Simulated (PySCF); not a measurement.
# InH2 (SMILES [InH2]) at UCISD/ccECP-cc-pVDZ (core potential)

What is the vertical ionisation energy of InH2 at UCISD/ccECP-cc-pVDZ (core potential)? 

Program for the calculation: PySCF 2.14.0.

4 further runs of the same task are left out: 4 set aside as unsound or not needed.

## 1. The structure to begin with

InH2 has 3 atoms, charge 0, and is taken as a doublet. As SMILES, `[InH2]`. The coordinates come from a PBE0-D4/def2-TZVP relaxation.

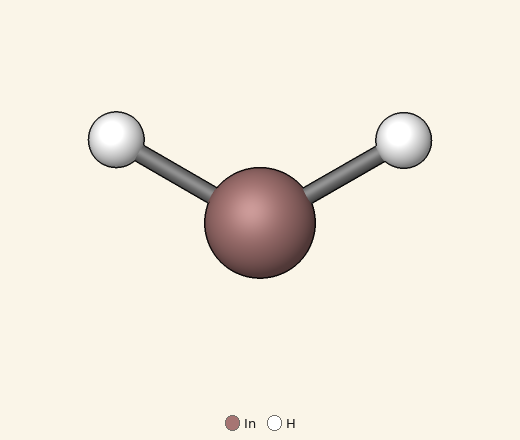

Viewed from a chosen angle; indium brown, hydrogen white.

## 2. A single-point energy at UCISD/ccECP-cc-pVDZ (core potential)

The input, job.py:

```python
from pyscf import gto, ci

mol = gto.M(
    atom='''
In     0.726789    -0.803889     0.283081
H      1.306368     2.391259     0.985681
H     -2.053943    -1.709824    -1.293895
''',
    max_memory=1860,
    charge=0,
    basis='ccecp-cc-pvdz',
    verbose=3,
    ecp='ccecp',
    spin=1,
    unit='bohr',
)

mf = mol.UHF()
mf.conv_tol = 1e-10
mf.kernel()
if not mf.converged:
    mf = mf.newton().run(mf.mo_coeff, mf.mo_occ)

cisd = ci.CISD(mf)
cisd.kernel()
etot = cisd.e_tot
print('E(%s) = %.9f' % ('CISD', etot))
```

On the command line:

```bash
OMP_NUM_THREADS=1 python job.py
```

The program printed:

```text
converged SCF energy = -2.95476727643146  <S^2> = 0.75588705  2S+1 = 2.0058784
E(UCISD) = -3.023658431382385  E_corr = -0.06889115495092263
E(CISD) = -3.023658431
```

Wall time 1 s (1 thread of Arm Neoverse V1, shared host); peak memory 0.13 GiB.

## 3. The singlet cation at the same level

The input, job.py:

```python
from pyscf import gto, ci

mol = gto.M(
    atom='''
In     0.726789    -0.803889     0.283081
H      1.306368     2.391259     0.985681
H     -2.053943    -1.709824    -1.293895
''',
    charge=1,
    unit='bohr',
    ecp={'In': 'ccecp', 'H': 'ccecp'},
    basis='ccecp-cc-pvdz',
    max_memory=1860,
    verbose=3,
)

mf = mol.RHF()
mf.conv_tol = 1e-10
mf.kernel()
if not mf.converged:
    mf = mf.newton().run(mf.mo_coeff, mf.mo_occ)

cisd = ci.CISD(mf)
cisd.kernel()
e_tot = cisd.e_tot
print('Final energy', e_tot)
```

On the command line:

```bash
OMP_NUM_THREADS=1 python job.py
```

The program printed:

```text
converged SCF energy = -2.68759430988637
E(RCISD) = -2.755265962465973  E_corr = -0.06767165257960545
Final energy -2.7552659624659728
```

Run time: 0.93 s. Hardware: 1 thread of Arm Neoverse V1, shared host; peak memory 0.12 GiB.

## 4. What came out

Level: UCISD/ccECP-cc-pVDZ (core potential).

| quantity | value |
| --- | --- |
| doublet InH2: total energy | -3.02366 Eh |
| doublet InH2: dipole moment (Hartree–Fock density) | 0.12 D |
| doublet InH2: HOMO energy (Hartree–Fock orbitals) (highest over α and β) | -7.56 eV |
| doublet InH2: LUMO energy (Hartree–Fock orbitals) (lowest over α and β) | 0.39 eV |
| doublet InH2: correlation energy | -68.9 mEh |
| doublet InH2: ⟨S²⟩ of the reference determinant | 0.756 |
| singlet cation: total energy | -2.75527 Eh |
| singlet cation: HOMO energy (Hartree–Fock orbitals) | -17.30 eV |
| singlet cation: LUMO energy (Hartree–Fock orbitals) | -6.98 eV |
| singlet cation: HOMO–LUMO gap (Hartree–Fock orbitals) | 10.32 eV |
| singlet cation: correlation energy | -67.7 mEh |
| vertical ionisation energy (to the singlet cation) | 7.303 eV |

The vertical ionisation energy comes to 7.30 eV (705 kJ/mol). Only the singlet of the ionised species was computed; a triplet could lie lower. Mulliken charges (doublet InH2) of the mean-field density run from -0.08 on H3 to +0.17 on In1. Mulliken charges (singlet cation) of the mean-field density run from +0.07 on H2 to +0.87 on In1; they depend strongly on the basis.
